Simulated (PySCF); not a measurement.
# C₆H₄: fields and orbitals, part 2 of 2

For C₆H₄, the scripts below treat its π system by CASSCF and NEVPT2 and analyse its density (charges, bond critical points, surface potential).

PySCF 2.14.0; Gaussian basis, gas phase. The steps go on from the part before.

### Step 4. Density, bond paths and surface potential (TPSS/def2-tzvp)

File input.py:

```python
import numpy as np
from pyscf import gto, scf, dft
from pyscf.scf import atom_ks, atom_hf
from scipy.linalg import block_diag

def solve(mol, dm0=None, hcore=None):
    mf = (dft.UKS if mol.spin else dft.RKS)(mol, xc='tpss')
    mf.grids.level = 3
    mf = mf.density_fit(auxbasis='def2-universal-jkfit')
    mf.conv_tol, mf.max_cycle = 1e-8, 80
    if hcore is not None:
        mf.get_hcore = lambda *args: hcore
    mf.kernel(dm0)
    if not mf.converged:
        mf = mf.newton().run(mf.mo_coeff, mf.mo_occ, max_cycle=30)
    assert mf.converged, 'SCF not converged'
    return mf

mol = gto.M(atom='''
C     -1.38345    -0.71483     0.00000
C     -1.38345     0.71483     0.00000
C      0.00000     0.79498     0.00000
C      1.38345     0.71483     0.00000
C      1.38345    -0.71483     0.00000
C      0.00000    -0.79498     0.00000
H     -2.15572    -1.46700     0.00000
H     -2.15572     1.46700     0.00000
H      2.15572     1.46700     0.00000
H      2.15572    -1.46700     0.00000
''', basis='def2-tzvp', charge=0, spin=0, verbose=4)
mf = solve(mol)
mf.analyze()
# spherically averaged free atoms, for the promolecule
atm = atom_ks.get_atm_nrks(mol, xc='tpss')
pro = block_diag(*[(atm[a[0]][2] * atm[a[0]][3]) @ atm[a[0]][2].T for a in mol._atom])
np.savez('result.npz', e=mf.e_tot, c=mf.mo_coeff, occ=mf.mo_occ, eps=mf.mo_energy, pro=pro, dip=mf.dip_moment(verbose=0), s2=mf.spin_square()[0])
```

On the command line:

```sh
$ OMP_NUM_THREADS=1 python input.py
```

Standard output:

```text
[ENV] PYSCF_TMPDIR <dir>
[ENV] PYSCF_MAX_MEMORY 1375
[INPUT] verbose = 4
[INPUT] num. atoms = 10
[INPUT] num. electrons = 40
[INPUT] charge = 0
[INPUT] spin (= nelec alpha-beta = 2S) = 0
[INPUT] symmetry False subgroup None
[INPUT] Mole.unit = angstrom
[INPUT] Symbol           X                Y                Z      unit          X                Y                Z       unit  Magmom
[INPUT]  1 C     -1.383450000000  -0.714830000000   0.000000000000 AA   -2.614341607030  -1.350832925623   0.000000000000 Bohr   0.0
[INPUT]  2 C     -1.383450000000   0.714830000000   0.000000000000 AA   -2.614341607030   1.350832925623   0.000000000000 Bohr   0.0
[INPUT]  3 C      0.000000000000   0.794980000000   0.000000000000 AA    0.000000000000   1.502294474507   0.000000000000 Bohr   0.0
[INPUT]  4 C      1.383450000000   0.714830000000   0.000000000000 AA    2.614341607030   1.350832925623   0.000000000000 Bohr   0.0
[INPUT]  5 C      1.383450000000  -0.714830000000   0.000000000000 AA    2.614341607030  -1.350832925623   0.000000000000 Bohr   0.0
[INPUT]  6 C      0.000000000000  -0.794980000000   0.000000000000 AA    0.000000000000  -1.502294474507   0.000000000000 Bohr   0.0
[INPUT]  7 H     -2.155720000000  -1.467000000000   0.000000000000 AA   -4.073720401247  -2.772228224737   0.000000000000 Bohr   0.0
[INPUT]  8 H     -2.155720000000   1.467000000000   0.000000000000 AA   -4.073720401247   2.772228224737   0.000000000000 Bohr   0.0
[INPUT]  9 H      2.155720000000   1.467000000000   0.000000000000 AA    4.073720401247   2.772228224737   0.000000000000 Bohr   0.0
[INPUT] 10 H      2.155720000000  -1.467000000000   0.000000000000 AA    4.073720401247  -2.772228224737   0.000000000000 Bohr   0.0

nuclear repulsion = 191.166904347799
number of shells = 82
number of NR pGTOs = 308
number of NR cGTOs = 210
basis = def2-tzvp
ecp = {}

******** <class 'pyscf.df.df_jk.DFRKS'> ********
method = DFRKS
initial guess = minao
damping factor = 0
level_shift factor = 0
DIIS = <class 'pyscf.scf.diis.CDIIS'>
diis_start_cycle = 1
diis_space = 8
diis_damp = 0
SCF conv_tol = 1e-08
SCF conv_tol_grad = None
SCF max_cycles = 80
direct_scf = False
XC library pyscf.dft.libxc version 7.0.0
    S. Lehtola, C. Steigemann, M. J.T. Oliveira, and M. A.L. Marques.,  SoftwareX 7, 1–5 (2018)
XC functionals = tpss
    J. Tao, J. P. Perdew, V. N. Staroverov, and G. E. Scuseria.,  Phys. Rev. Lett. 91, 146401 (2003)
    J. P. Perdew, J. Tao, V. N. Staroverov, and G. E. Scuseria.,  J. Chem. Phys. 120, 6898 (2004)
    J. Tao, J. P. Perdew, V. N. Staroverov, and G. E. Scuseria.,  Phys. Rev. Lett. 91, 146401 (2003)
    J. P. Perdew, J. Tao, V. N. Staroverov, and G. E. Scuseria.,  J. Chem. Phys. 120, 6898 (2004)
radial grids:
    Treutler-Ahlrichs [JCP 102, 346 (1995); DOI:10.1063/1.469408] (M4) radial grids

becke partition: Becke, JCP 88, 2547 (1988); DOI:10.1063/1.454033
pruning grids: <function nwchem_prune at 0x750fbeb81ee0>
grids dens level: 3
symmetrized grids: False
atomic radii adjust function: <function treutler_atomic_radii_adjust at 0x750fbeb823e0>
small_rho_cutoff = 0
Set gradient conv threshold to 0.0001
Initial guess from minao.
tot grids = 123944
init E= -231.974675336612
  HOMO = -0.254879903321523  LUMO = -0.121402017418129  gap/eV = 3.63212
cycle= 1 E= -230.909660444834  delta_E= 1.07  |g|= 0.411  |ddm|= 2.78
  HOMO = -0.116407878179274  LUMO = -0.0038497118913471  gap/eV = 3.06286
cycle= 2 E= -230.846335705769  delta_E= 0.0633  |g|= 0.639  |ddm|= 1.33
  HOMO = -0.190324032156714  LUMO = -0.0550761275421341  gap/eV = 3.68028
cycle= 3 E= -230.952906414832  delta_E= -0.107  |g|= 0.115  |ddm|= 0.98
  HOMO = -0.188445883282845  LUMO = -0.061535708664819  gap/eV = 3.45340
cycle= 4 E= -230.955791928529  delta_E= -0.00289  |g|= 0.0408  |ddm|= 0.11
  HOMO = -0.188514732700685  LUMO = -0.0594876003563672  gap/eV = 3.51101
cycle= 5 E= -230.956189872902  delta_E= -0.000398  |g|= 0.00515  |ddm|= 0.0344
  HOMO = -0.188027525247309  LUMO = -0.0591572317883752  gap/eV = 3.50674
cycle= 6 E= -230.956196237212  delta_E= -6.36e-06  |g|= 0.000625  |ddm|= 0.00784
  HOMO = -0.188106864784487  LUMO = -0.0592003582240451  gap/eV = 3.50772
cycle= 7 E= -230.95619635619  delta_E= -1.19e-07  |g|= 9.32e-05  |ddm|= 0.00143
  HOMO = -0.18810449150195  LUMO = -0.0592028511621487  gap/eV = 3.50759
cycle= 8 E= -230.956196358689  delta_E= -2.5e-09  |g|= 9.3e-06  |ddm|= 0.000155
  HOMO = -0.188102355383079  LUMO = -0.05920133959975  gap/eV = 3.50758
Extra cycle  E= -230.956196358677  delta_E= 1.28e-11  |g|= 1.16e-05  |ddm|= 2.55e-05
converged SCF energy = -230.956196358677
**** SCF Summaries ****
Total Energy =                        -230.956196358676692
Nuclear Repulsion Energy =             191.166904347799374
One-electron Energy =                 -687.962623971896960
Two-electron Energy =                  265.839523265420894
Two-electron Coulomb Energy =          299.929246212244664
DFT Exchange-Correlation Energy =      -34.089722946823784
HOMO-LUMO gap [eV] =                     3.507575298850286
**** MO energy ****
MO #1   energy= -10.0177097602315  occ= 2
MO #2   energy= -10.0176978468662  occ= 2
MO #3   energy= -10.0174286239729  occ= 2
MO #4   energy= -10.017419945875   occ= 2
MO #5   energy= -9.99480237113656  occ= 2
MO #6   energy= -9.99474161309692  occ= 2
MO #7   energy= -0.859769242266907 occ= 2
MO #8   energy= -0.750751676441666 occ= 2
MO #9   energy= -0.619672783250202 occ= 2
MO #10  energy= -0.557060874884055 occ= 2
MO #11  energy= -0.548692762146557 occ= 2
MO #12  energy= -0.472209856226229 occ= 2
MO #13  energy= -0.424007851632342 occ= 2
MO #14  energy= -0.419672560827727 occ= 2
MO #15  energy= -0.371564579788948 occ= 2
MO #16  energy= -0.356487059811819 occ= 2
MO #17  energy= -0.352965899081558 occ= 2
MO #18  energy= -0.254895131353226 occ= 2
MO #19  energy= -0.205664741950396 occ= 2
MO #20  energy= -0.188102355383079 occ= 2
MO #21  energy= -0.05920133959975  occ= 0
MO #22  energy= -0.0515512331125102 occ= 0
MO #23  energy= 0.0242208726742206 occ= 0
MO #24  energy= 0.0633081132208426 occ= 0
MO #25  energy= 0.0688137203962127 occ= 0
MO #26  energy= 0.0852607991418269 occ= 0
MO #27  energy= 0.0950740026774899 occ= 0
MO #28  energy= 0.0999996057585329 occ= 0
MO #29  energy= 0.110352681015423  occ= 0
MO #30  energy= 0.136584168911014  occ= 0
MO #31  energy= 0.171639650907222  occ= 0
MO #32  energy= 0.183682477978235  occ= 0
MO #33  energy= 0.1894265854319    occ= 0
MO #34  energy= 0.192546462523238  occ= 0
MO #35  energy= 0.193476077082167  occ= 0
MO #36  energy= 0.207989607163983  occ= 0
MO #37  energy= 0.232306469992181  occ= 0
MO #38  energy= 0.243318759484409  occ= 0
MO #39  energy= 0.248699621954621  occ= 0
MO #40  energy= 0.299477888760245  occ= 0
MO #41  energy= 0.301812399628067  occ= 0
MO #42  energy= 0.305257988756207  occ= 0
MO #43  energy= 0.322847032968027  occ= 0
MO #44  energy= 0.338321090028506  occ= 0
MO #45  energy= 0.350392450074269  occ= 0
MO #46  energy= 0.356872124274981  occ= 0
MO #47  energy= 0.393083564776717  occ= 0
MO #48  energy= 0.397172716353234  occ= 0
MO #49  energy= 0.397301566191019  occ= 0
MO #50  energy= 0.41099919850193   occ= 0
MO #51  energy= 0.428766081358164  occ= 0
MO #52  energy= 0.434977811487709  occ= 0
MO #53  energy= 0.441955639394658  occ= 0
MO #54  energy= 0.509852425103293  occ= 0
MO #55  energy= 0.510870047449025  occ= 0
MO #56  energy= 0.515786102125671  occ= 0
MO #57  energy= 0.537850386369837  occ= 0
MO #58  energy= 0.577958055200224  occ= 0
MO #59  energy= 0.61823745107001   occ= 0
MO #60  energy= 0.619255155233105  occ= 0
MO #61  energy= 0.652700728262664  occ= 0
...
pop of  4 C 3dz^2         0.00224
pop of  4 C 3dxz          0.00068
pop of  4 C 3dx2-y2       0.00212
pop of  4 C 4dxy          0.00055
pop of  4 C 4dyz          0.00003
pop of  4 C 4dz^2         0.00032
pop of  4 C 4dxz          0.00008
pop of  4 C 4dx2-y2       0.00008
pop of  4 C 4f-3          0.00061
pop of  4 C 4f-2          0.00011
pop of  4 C 4f-1          0.00065
pop of  4 C 4f+0          0.00034
pop of  4 C 4f+1          0.00066
pop of  4 C 4f+2          0.00004
pop of  4 C 4f+3          0.00050
pop of  5 C 1s            1.99992
pop of  5 C 2s            0.97904
pop of  5 C 3s            0.00412
pop of  5 C 4s            0.00082
pop of  5 C 5s            0.00010
pop of  5 C 2px           1.02909
pop of  5 C 2py           0.99122
pop of  5 C 2pz           0.98859
pop of  5 C 3px           0.00412
pop of  5 C 3py           0.00462
pop of  5 C 3pz           0.00348
pop of  5 C 4px           0.00055
pop of  5 C 4py           0.00008
pop of  5 C 4pz           0.00035
pop of  5 C 3dxy          0.00049
pop of  5 C 3dyz          0.00179
pop of  5 C 3dz^2         0.00311
pop of  5 C 3dxz          0.00158
pop of  5 C 3dx2-y2       0.00139
pop of  5 C 4dxy          0.00054
pop of  5 C 4dyz          0.00009
pop of  5 C 4dz^2         0.00048
pop of  5 C 4dxz          0.00005
pop of  5 C 4dx2-y2       0.00046
pop of  5 C 4f-3          0.00035
pop of  5 C 4f-2          0.00014
pop of  5 C 4f-1          0.00044
pop of  5 C 4f+0          0.00050
pop of  5 C 4f+1          0.00106
pop of  5 C 4f+2          0.00016
pop of  5 C 4f+3          0.00081
pop of  6 H 1s            0.87296
pop of  6 H 2s            0.00630
pop of  6 H 3s            0.00342
pop of  6 H 2px           0.00039
pop of  6 H 2py           0.00049
pop of  6 H 2pz           0.00017
pop of  7 H 1s            0.87296
pop of  7 H 2s            0.00630
pop of  7 H 3s            0.00342
pop of  7 H 2px           0.00039
pop of  7 H 2py           0.00049
pop of  7 H 2pz           0.00017
pop of  8 H 1s            0.87296
pop of  8 H 2s            0.00630
pop of  8 H 3s            0.00342
pop of  8 H 2px           0.00039
pop of  8 H 2py           0.00049
pop of  8 H 2pz           0.00017
pop of  9 H 1s            0.87296
pop of  9 H 2s            0.00630
pop of  9 H 3s            0.00342
pop of  9 H 2px           0.00039
pop of  9 H 2py           0.00049
pop of  9 H 2pz           0.00017
 ** Mulliken atomic charges  **
charge of    0C =     -0.10651
charge of    1C =     -0.10651
charge of    2C =     -0.01951
charge of    3C =     -0.10651
charge of    4C =     -0.10651
charge of    5C =     -0.01951
charge of    6H =      0.11627
charge of    7H =      0.11627
charge of    8H =      0.11627
charge of    9H =      0.11627
Dipole moment(X, Y, Z, Debye): -0.00000, -0.00000, -0.00000
Spherically averaged atomic KS for {'H', 'C'}

******** <class 'pyscf.scf.atom_ks.AtomSphAverageRKS'> ********
method = AtomSphAverageRKS
initial guess = vsap
damping factor = 0
level_shift factor = 0
diis_start_cycle = 1
diis_space = 12
SCF conv_tol = 1e-09
SCF conv_tol_grad = None
SCF max_cycles = 50
direct_scf = True
direct_scf_tol = 1e-13
XC library pyscf.dft.libxc version 7.0.0
    S. Lehtola, C. Steigemann, M. J.T. Oliveira, and M. A.L. Marques.,  SoftwareX 7, 1–5 (2018)
XC functionals = tpss
    J. Tao, J. P. Perdew, V. N. Staroverov, and G. E. Scuseria.,  Phys. Rev. Lett. 91, 146401 (2003)
    J. P. Perdew, J. Tao, V. N. Staroverov, and G. E. Scuseria.,  J. Chem. Phys. 120, 6898 (2004)
    J. Tao, J. P. Perdew, V. N. Staroverov, and G. E. Scuseria.,  Phys. Rev. Lett. 91, 146401 (2003)
    J. P. Perdew, J. Tao, V. N. Staroverov, and G. E. Scuseria.,  J. Chem. Phys. 120, 6898 (2004)
radial grids:
    Treutler-Ahlrichs [JCP 102, 346 (1995); DOI:10.1063/1.469408] (M4) radial grids

becke partition: Becke, JCP 88, 2547 (1988); DOI:10.1063/1.454033
pruning grids: <function nwchem_prune at 0x750fbeb81ee0>
grids dens level: 3
symmetrized grids: False
atomic radii adjust function: <function treutler_atomic_radii_adjust at 0x750fbeb823e0>
User specified grid scheme (100, 434)
small_rho_cutoff = 0
Set gradient conv threshold to 3.16228e-05
tot grids = 24752
init E= 153.421427536979
cycle= 1 E= 153.387913246349  delta_E= -0.0335  |g|=    0  |ddm|= 0.671
cycle= 2 E= 153.378533313053  delta_E= -0.00938  |g|=    0  |ddm|= 0.374
cycle= 3 E= 153.367504213488  delta_E= -0.011  |g|=    0  |ddm|= 0.191
cycle= 4 E= 153.367309234752  delta_E= -0.000195  |g|=    0  |ddm|= 0.0511
cycle= 5 E= 153.367114643205  delta_E= -0.000195  |g|=    0  |ddm|= 0.0257
cycle= 6 E= 153.367110543783  delta_E= -4.1e-06  |g|=    0  |ddm|= 0.00738
cycle= 7 E= 153.367106543533  delta_E= -4e-06  |g|=    0  |ddm|= 0.00369
cycle= 8 E= 153.36710645718  delta_E= -8.64e-08  |g|=    0  |ddm|= 0.00107
cycle= 9 E= 153.367106373198  delta_E= -8.4e-08  |g|=    0  |ddm|= 0.000535
cycle= 10 E= 153.367106371378  delta_E= -1.82e-09  |g|=    0  |ddm|= 0.000155
cycle= 11 E= 153.367106369564  delta_E= -1.81e-09  |g|=    0  |ddm|= 5.6e-05
cycle= 12 E= 153.367106369536  delta_E= -2.79e-11  |g|=    0  |ddm|= 5.42e-06
Extra cycle  E= 153.367106369534  delta_E= -2.1e-12  |g|=    0  |ddm|= 5.29e-06
Atomic HF for atom  C  converged. SCF energy = 153.367106369534

******** <class 'pyscf.scf.atom_ks.AtomSphAverageRKS'> ********
method = AtomSphAverageRKS
initial guess = vsap
damping factor = 0
level_shift factor = 0
diis_start_cycle = 1
diis_space = 12
SCF conv_tol = 1e-09
SCF conv_tol_grad = None
SCF max_cycles = 50
direct_scf = True
direct_scf_tol = 1e-13
XC library pyscf.dft.libxc version 7.0.0
    S. Lehtola, C. Steigemann, M. J.T. Oliveira, and M. A.L. Marques.,  SoftwareX 7, 1–5 (2018)
XC functionals = tpss
    J. Tao, J. P. Perdew, V. N. Staroverov, and G. E. Scuseria.,  Phys. Rev. Lett. 91, 146401 (2003)
    J. P. Perdew, J. Tao, V. N. Staroverov, and G. E. Scuseria.,  J. Chem. Phys. 120, 6898 (2004)
    J. Tao, J. P. Perdew, V. N. Staroverov, and G. E. Scuseria.,  Phys. Rev. Lett. 91, 146401 (2003)
    J. P. Perdew, J. Tao, V. N. Staroverov, and G. E. Scuseria.,  J. Chem. Phys. 120, 6898 (2004)
radial grids:
    Treutler-Ahlrichs [JCP 102, 346 (1995); DOI:10.1063/1.469408] (M4) radial grids

becke partition: Becke, JCP 88, 2547 (1988); DOI:10.1063/1.454033
pruning grids: <function nwchem_prune at 0x750fbeb81ee0>
grids dens level: 3
symmetrized grids: False
atomic radii adjust function: <function treutler_atomic_radii_adjust at 0x750fbeb823e0>
User specified grid scheme (100, 434)
small_rho_cutoff = 0
Set gradient conv threshold to 3.16228e-05
tot grids = 26240
init E= 190.723428825521
cycle= 1 E= 190.708784334311  delta_E= -0.0146  |g|=    0  |ddm|= 0.335
cycle= 2 E= 190.708726649718  delta_E= -5.77e-05  |g|=    0  |ddm|= 0.0176
cycle= 3 E= 190.708725919684  delta_E= -7.3e-07  |g|=    0  |ddm|= 0.00251
cycle= 4 E= 190.708725910939  delta_E= -8.75e-09  |g|=    0  |ddm|= 0.000228
cycle= 5 E= 190.708725910833  delta_E= -1.06e-10  |g|=    0  |ddm|= 2.98e-05
Extra cycle  E= 190.708725910832  delta_E= -1.28e-12  |g|=    0  |ddm|= 2.85e-06
Atomic HF for atom  H  converged. SCF energy = 190.708725910832
```

Wall time 38 s (1 thread of Intel Xeon Platinum 8488C (Sapphire Rapids), shared host); peak memory 0.79 GiB.

The free atoms at the end serve only for the promolecule density; their printed energies are not used.

### Step 5. Analysis of result.npz

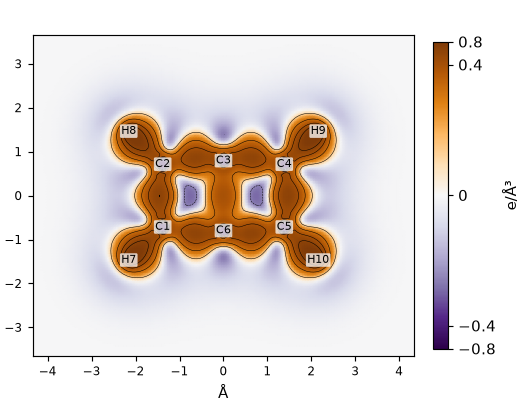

Deformation density (molecule less spherical, spin-averaged free atoms) in the molecular plane; colour scale in e/Å³, logarithmic beyond ±0.1; orange: gain, purple: loss.

> Describe the bonding that the map shows.

C1–H7, C2–H8, C4–H9 and C5–H10: +0.76 e/Å³ at the bond critical point (bond length 1.08 Å, Mayer order 1.0). C1–C2 and C4–C5: +0.59 e/Å³ at the bond critical point (bond length 1.43 Å, Mayer order 1.2). C2–C3, C3–C4, C1–C6 and C5–C6: +0.55 e/Å³ at the bond critical point (bond length 1.39 Å, Mayer order 1.5). C3–C6: +0.38 e/Å³ at the bond critical point (bond length 1.59 Å, Mayer order 0.8). In all, 2.2 electrons are displaced relative to the promolecule.

> Where do the Hirshfeld charges lie?

The highest Hirshfeld charge is on H7, H8, H9 and H10 (+0.04 e), the lowest on C3 and C6 (−0.04 e).

```
atom  charge (e)
  C1       −0.03
  C2       −0.03
  C3       −0.04
  C4       −0.03
  C5       −0.03
  C6       −0.04
  H7       +0.04
  H8       +0.04
  H9       +0.04
 H10       +0.04
```

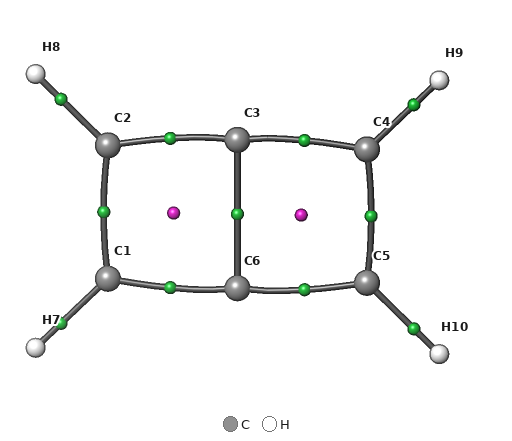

Molecular graph of the electron density (QTAIM): bond paths, bond critical points (green), ring points (magenta, if any); weak paths are dashed.

> How many critical points of each kind are there, and does the count close?

10 nuclei, 11 bond, 2 ring and 0 cage critical points: 10 − 11 + 2 − 0 = 1, as the Poincaré–Hopf relation requires.

> Give the properties at the bond critical points.

```json
{"bond": "C2–C3 (×4)", "length (Å)": "1.386", "ρ (a.u.)": "0.303", "∇²ρ (a.u.)": "−0.80", "ε": "0.22", "H (a.u.)": "−0.323"}
{"bond": "C1–C2 (×2)", "length (Å)": "1.430", "ρ (a.u.)": "0.296", "∇²ρ (a.u.)": "−0.81", "ε": "0.20", "H (a.u.)": "−0.298"}
{"bond": "C1–H7 (×4)", "length (Å)": "1.078", "ρ (a.u.)": "0.290", "∇²ρ (a.u.)": "−1.05", "ε": "0.03", "H (a.u.)": "−0.300"}
{"bond": "C3–C6", "length (Å)": "1.590", "ρ (a.u.)": "0.225", "∇²ρ (a.u.)": "−0.46", "ε": "0.11", "H (a.u.)": "−0.182"}
```

> What kind of interaction is C3–C6?

Shared-shell (covalent): ρ = 0.225, ∇²ρ = −0.46, H = −0.182 a.u.

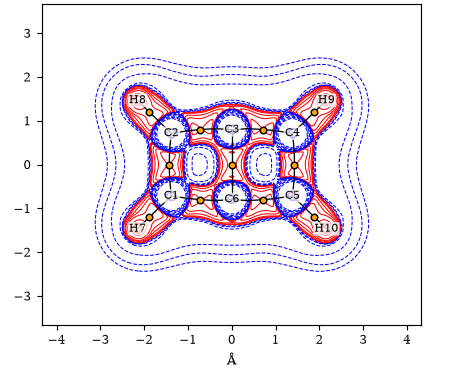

Negative Laplacian of the density (−∇²ρ) in the molecular plane (solid red lines positive, dashed blue lines negative, contours at ±0.02 to ±8 a.u.), with bond paths and bond critical points (dots).

> Sort the bonds in the plane by the sign of ∇²ρ at their critical points.

Concentrated (∇²ρ < 0): C2–C3, C3–C4, C1–C6 and C5–C6 (−0.80 a.u.); C1–C2 and C4–C5 (−0.81 a.u.); C1–H7, C2–H8, C4–H9 and C5–H10 (−1.05 a.u.); C3–C6 (−0.46 a.u.). At none is it depleted.

> Where along C1–H7 does the critical point lie?

0.70 Å from C1 and 0.38 Å from H7.

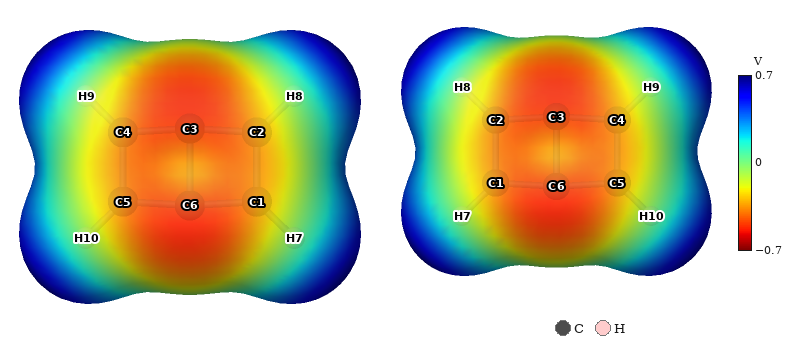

Electrostatic potential on the surface of electron density 0.001 a.u. (back view left, front view right).

> Where are the extremes of the potential on the surface?

Highest: 0.65 V, 1.3 Å from H10, and at symmetry-equivalent points. Further maxima include −0.35 V, off the C3–C6 bond (2.0 to 2.1 Å from its atoms). Lowest: −0.52 V, off the molecular plane, over C3 (2.0 Å), and at symmetry-equivalent points.

> What volume does the surface enclose, and what is the dipole moment?

About 103 Å³; the dipole moment is 0.0 D.

### Step 6. Outcome

This closing draws on all 2 parts.

```
                                         quantity               value
triplet less singlet, CASSCF and NEVPT2 (6-31+g*)  +3.41 and +3.26 eV
                weight of the leading determinant                0.86
                   dipole moment (TPSS/def2-tzvp)              0.00 D
                      HOMO, LUMO (TPSS/def2-tzvp)     -5.12, -1.61 eV
```

**Reading.** At TPSS/def2-tzvp: The highest Hirshfeld charge is on H7, H8, H9 and H10 (+0.04 e), the lowest on C3 and C6 (−0.04 e). The geometry was not optimised at these levels.
